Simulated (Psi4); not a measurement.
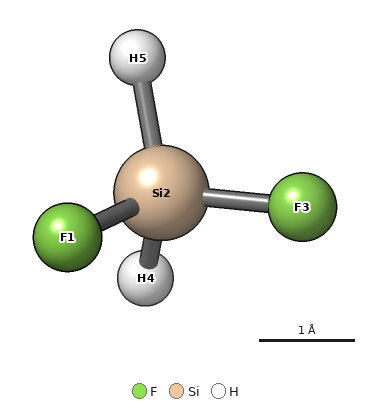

**Figure 1.** The input geometry (ball-and-stick view, seen at a tilt; atoms are numbered from 1 in the order of the input). Bond lengths as drawn: F–Si 1.59 Å and H–Si 1.47 Å.

Polarizability calculation of SiH2F2

SiH2F2, SMILES F[SiH2]F, computed with B3LYP/2ZaPa-NR, RKS (Psi4 1.11).

The geometry comes from this level: PBE0-D4/def2-TZVP.

## Log
```
Psi4 1.11 release

   => Loading Basis Set <=

    Name: 2ZAPA-NR
    Role: ORBITAL
    Keyword: BASIS

         ---------------------------------------------------------
                                   SCF
                              RKS Reference
                        1 Threads,   1525 MiB Core
         ---------------------------------------------------------

  ==> Geometry <==

    Molecular point group: c1
    Full point group: C1

    Geometry (in Angstrom), charge = 0, multiplicity = 1:

       Center              X                  Y                   Z               Mass
    ------------   -----------------  -----------------  -----------------  -----------------
         F           -1.121557710394     0.533754293460     0.539737834991    18.998403162730
         SI          -0.047767710394    -0.004985706540    -0.495072165009    27.976926534650
         F            1.205082289606    -0.525035706540     0.325927834991    18.998403162730
         H           -0.633017710394    -1.143185706540    -1.227282165009     1.007825032230
         H            0.384522289606     1.117234293460    -1.348232165009     1.007825032230

  Running in c1 symmetry.

  Rotational constants: A =      0.81893  B =      0.25694  C =      0.21076 [cm^-1]
  Rotational constants: A =  24550.89169  B =   7702.93289  C =   6318.35206 [MHz]
  Nuclear repulsion =  118.741930693433218

  Charge       = 0
  Multiplicity = 1
  Electrons    = 34
  Nalpha       = 17
  Nbeta        = 17

  ==> Algorithm <==

  SCF Algorithm Type is PK.
  DIIS enabled.
  MOM disabled.
  Fractional occupation disabled.
  Guess Type is SAD.
  Energy threshold   = 1.00e-06
  Density threshold  = 1.00e-06
  Integral threshold = 1.00e-12

  ==> Primary Basis <==

  Basis Set: 2ZAPA-NR
    Blend: 2ZAPA-NR
    Number of shells: 35
    Number of basis functions: 75
    Number of Cartesian functions: 79
    Spherical Harmonics?: true
    Max angular momentum: 2

  ==> DFT Potential <==

   => LibXC <=

    Version 7.1.2

   => Composite Functional: B3LYP <=

    B3LYP Hyb-GGA Exchange-Correlation Functional

    Deriv               =              1
    GGA                 =           TRUE
    Meta                =          FALSE

    Exchange Hybrid     =           TRUE
    MP2 Hybrid          =          FALSE

   => Exchange Functionals <=

    0.0800   Slater exchange
    0.7200         Becke 88

   => Exact (HF) Exchange <=

    0.2000               HF

   => Correlation Functionals <=

    0.1900   Vosko, Wilk & Nusair (VWN5_RPA)
    0.8100   Lee, Yang & Parr

   => LibXC Density Thresholds  <==

    XC_HYB_GGA_XC_B3LYP:  1.00E-15

   => Molecular Quadrature <=

    Radial Scheme          =       TREUTLER
    Pruning Scheme         =           NONE
    Nuclear Scheme         =       TREUTLER

    Blocking Scheme        =         OCTREE
    BS radius alpha        =              1
    Pruning alpha          =              1
    Radial Points          =             99
    Spherical Points       =            590
    Total Points           =         283779
    Total Blocks           =           2117
    Max Points             =            256
    Max Functions          =             75
    Weights Tolerance      =       1.00E-15

  ==> Integral Setup <==

  Using in-core PK algorithm.
   Calculation information:
      Number of atoms:                   5
      Number of AO shells:              35
      Number of primitives:             98
      Number of atomic orbitals:        79
      Number of basis functions:        75

      Integral cutoff                 1.00e-12
      Number of threads:                 1

  Performing in-core PK
  Using 8125350 doubles for integral storage.
  We computed 195622 shell quartets total.
  Whereas there are 198765 unique shell quartets.

  ==> DiskJK: Disk-Based J/K Matrices <==

    J tasked:                  Yes
    K tasked:                  Yes
    wK tasked:                  No
    Memory [MiB]:              590
    Schwarz Cutoff:          1E-12

  Cached 100.0% of DFT collocation blocks in 0.541 [GiB].

  Minimum eigenvalue in the overlap matrix is 1.6131673252E-03.
  Reciprocal condition number of the overlap matrix is 2.1565211350E-04.
    Using symmetric orthogonalization.

  ==> Pre-Iterations <==

  SCF Guess: Superposition of Atomic Densities via on-the-fly atomic UHF (no occupation information).

   -------------------------
    Irrep   Nso     Nmo
   -------------------------
     A         75      75
   -------------------------
    Total      75      75
   -------------------------

  ==> Iterations <==

                        Total Energy        Delta E     RMS |[F,P]|

   @RKS iter SAD:  -490.09794289295661   -4.90098e+02   0.00000e+00
   @RKS iter   1:  -490.49537072753958   -3.97428e-01   7.17159e-03 DIIS/ADIIS
   @RKS iter   2:  -490.35881243721525    1.36558e-01   1.14845e-02 DIIS/ADIIS
   @RKS iter   3:  -490.59040042392769   -2.31588e-01   5.26973e-04 DIIS/ADIIS
   @RKS iter   4:  -490.59125945066279   -8.59027e-04   9.14338e-05 DIIS
   @RKS iter   5:  -490.59128146033396   -2.20097e-05   1.69594e-05 DIIS
   @RKS iter   6:  -490.59128218936957   -7.29036e-07   1.52864e-06 DIIS
   @RKS iter   7:  -490.59128219455454   -5.18497e-09   1.72284e-07 DIIS
  Energy and wave function converged.

  ==> Post-Iterations <==

   Electrons on quadrature grid:
      Ntotal   =   33.9999968371 ; deviation = -3.163e-06

    Orbital Energies [Eh]
    ---------------------

    Doubly Occupied:

       1A    -66.219598     2A    -24.703501     3A    -24.703496
       4A     -5.362679     5A     -3.723555     6A     -3.721186
       7A     -3.717946     8A     -1.225723     9A     -1.207401
      10A     -0.594538    11A     -0.515148    12A     -0.495805
      13A     -0.490074    14A     -0.452663    15A     -0.440276
      16A     -0.429955    17A     -0.358960

    Virtual:

      18A     -0.014397    19A     -0.008573    20A      0.001952
      21A      0.026028    22A      0.053050    23A      0.060657
      24A      0.069216    25A      0.071610    26A      0.128973
      27A      0.148661    28A      0.180005    29A      0.183522
      30A      0.185311    31A      0.219198    32A      0.243909
      33A      0.258494    34A      0.329752    35A      0.376124
      36A      0.379738    37A      0.381867    38A      0.393884
      39A      0.415556    40A      0.455843    41A      0.518566
      42A      0.558574    43A      0.801097    44A      0.849230
      45A      0.928872    46A      0.946285    47A      1.349836
      48A      1.398262    49A      1.415244    50A      1.481936
      51A      1.498013    52A      1.563364    53A      1.617409
      54A      1.627756    55A      1.699440    56A      1.720064
      57A      2.018814    58A      2.105992    59A      2.207996
      60A      2.311548    61A      2.378063    62A      2.378660
      63A      2.469781    64A      2.482548    65A      2.525164
      66A      3.654015    67A      3.656517    68A      3.671340
      69A      3.674867    70A      3.691470    71A      3.752811
      72A      3.790507    73A      3.852452    74A      3.999662
      75A      4.058757

    Final Occupation by Irrep:
              A
    DOCC [    17 ]
    NA   [    17 ]
    NB   [    17 ]

  @RKS Final Energy:  -490.59128219455454

   => Energetics <=

    Nuclear Repulsion Energy =            118.7419306934332184
    One-Electron Energy =                -917.2992371909635949
    Two-Electron Energy =                 342.4413509333721208
    DFT Exchange-Correlation Energy =     -34.4753266303962747
    Empirical Dispersion Energy =           0.0000000000000000
    VV10 Nonlocal Energy =                  0.0000000000000000
    Total Energy =                       -490.5912821945545375

Computation Completed

Properties will be evaluated at   0.000000,   0.000000,   0.000000 [a0]

Properties computed using the B3LYP density matrix

 Multipole Moments:

 ------------------------------------------------------------------------------------
     Multipole            Electronic (a.u.)      Nuclear  (a.u.)        Total (a.u.)
 ------------------------------------------------------------------------------------

 L = 1.  Multiply by 2.5417464519 to convert [e a0] to [Debye]
 Dipole X            :          0.2487041           -0.3127915           -0.0640874
 Dipole Y            :          0.0259831           -0.0326621           -0.0066790
 Dipole Z            :          2.5777468           -3.2418887           -0.6641419
 Magnitude           :                                                    0.6672603

 ------------------------------------------------------------------------------------

         ---------------------------------------------------------
                       CPSCF Linear Response Solver
         ---------------------------------------------------------

   ==> Requested Responses <==

    Dipole polarizabilities

   ==> Coupled-Perturbed RKS Solver <==

    Maxiter             =         100
    Convergence         =   1.000E-06
    Number of equations =           3
   -----------------------------------------------------
     Iter   Residual RMS      Max RMS  Remain  Time [s]
   -----------------------------------------------------
    Guess      2.383e+00    2.428e+00       3         1
        1      1.103e+00    1.288e+00       3         3
        2      2.422e-01    2.626e-01       3         4
        3      3.892e-02    4.009e-02       3         6
        4      7.904e-03    1.083e-02       3         7
        5      2.400e-03    3.458e-03       3         9
        6      3.369e-04    4.546e-04       3        11
        7      5.492e-05    7.335e-05       3        12
        8      5.991e-06    6.808e-06       3        14
        9      9.471e-07    1.524e-06       1        15
       10      4.976e-07    1.756e-07       0        16
   -----------------------------------------------------

    Solver has converged.

   ==> Response Properties <==

    => Dipole polarizabilities <=

              X          Y          Z
    ----- ---------- ---------- ----------
      X     22.16258    0.98845    0.04164
      Y      0.98845   23.90272   -0.10752
      Z      0.04164   -0.10753   22.69387

	total time  =         22 seconds =       0.37 minutes

    Psi4 run time: 0:00:22.55
```

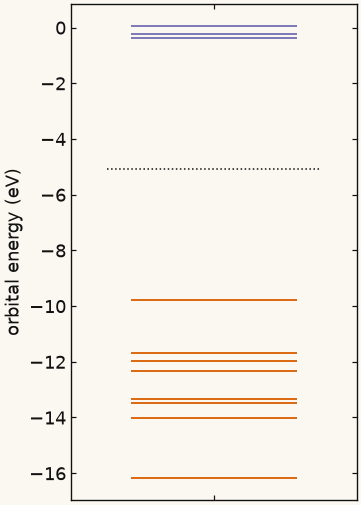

**Figure 2.** Orbital energies near the frontier; the dotted line parts filled from empty levels, and levels within 0.02 eV of each other stand side by side. Highest filled −9.77 eV, lowest empty −0.39 eV, 9.38 eV apart.

This output came from the following input.

## Input file (input.inp)
```
memory 1.6 GB

molecule mol {
  0 1
  F     -1.079010     0.538200     0.980720
  Si    -0.005220    -0.000540    -0.054090
  F      1.247630    -0.520590     0.766910
  H     -0.590470    -1.138740    -0.786300
  H      0.427070     1.121680    -0.907250
  symmetry c1
}

set puream true
set scf_type pk
set dft_radial_points 99
set dft_spherical_points 590

E = properties("b3lyp/2ZaPa-NR", properties=['dipole_polarizabilities'])
```

Run as:
```bash
psi4 -i input.inp -o input.out -n 1
```

## Results in brief

```json
{"quantity": "outcome", "value": "converged"}
{"quantity": "total energy", "value": "−490.591282 hartree"}
{"quantity": "basis functions", "value": "75"}
{"quantity": "HOMO", "value": "−9.77 eV"}
{"quantity": "LUMO", "value": "−0.39 eV"}
{"quantity": "dipole moment", "value": "1.70 D"}
{"quantity": "hardware", "value": "1 thread of Intel Xeon (Sapphire Rapids), 64 GiB of memory available, shared host"}
{"quantity": "wall time", "value": "24 s"}
{"quantity": "peak memory", "value": "0.86 GiB"}
```
